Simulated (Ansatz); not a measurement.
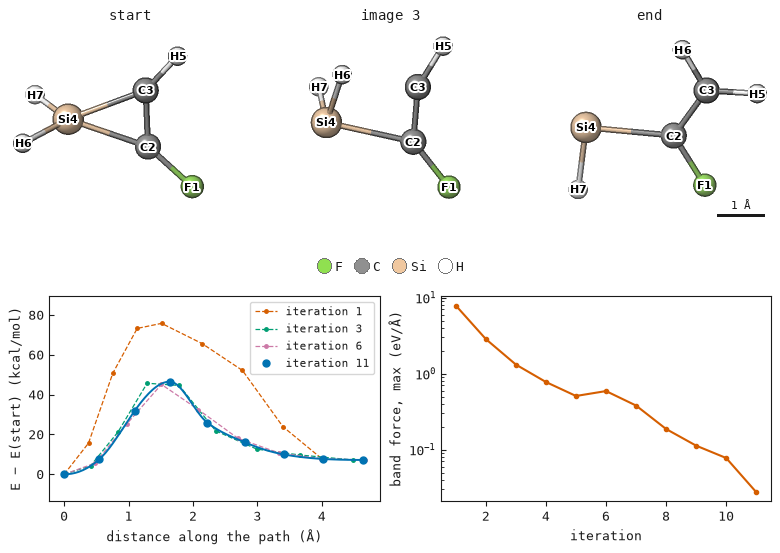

A search for the minimum-energy path of C2H3FSi by the nudged elastic band. Images are numbered from 0 (start) to 8 (end). The plot follows the band through its iterations. Style: ball-and-stick. Shown at a tilt.

Computed with RKS PBE0-D4/def2-SVP in Ansatz 0.2.0. Set-up: 7 movable images; climbing image; force threshold 0.03 eV/Å; iteration limit 60; spring constant 0.1 eV/Å²; starting path through a guess of the saddle point.

Did the band converge, and can the barrier be trusted?

Answer. The run is converged, with reservations. The band converged in 11 iterations. The largest component of the band force went from 7.9 to 0.028 eV/Å. The climbing image converged on the top of the path. Its curvatures weren't checked. The spring constant is far from the usual few eV/Å², which spoils the spacing or the steps. The first iteration put the highest image at 75.8 kcal/mol. Forward barrier 46.5 kcal/mol, backward barrier 39.3 kcal/mol, with image 3 at the top; the reaction energy is +7.2 kcal/mol.

The run took 3.2 min on 1 thread of Arm Neoverse V1 (shared host), peak memory 0.25 GiB.
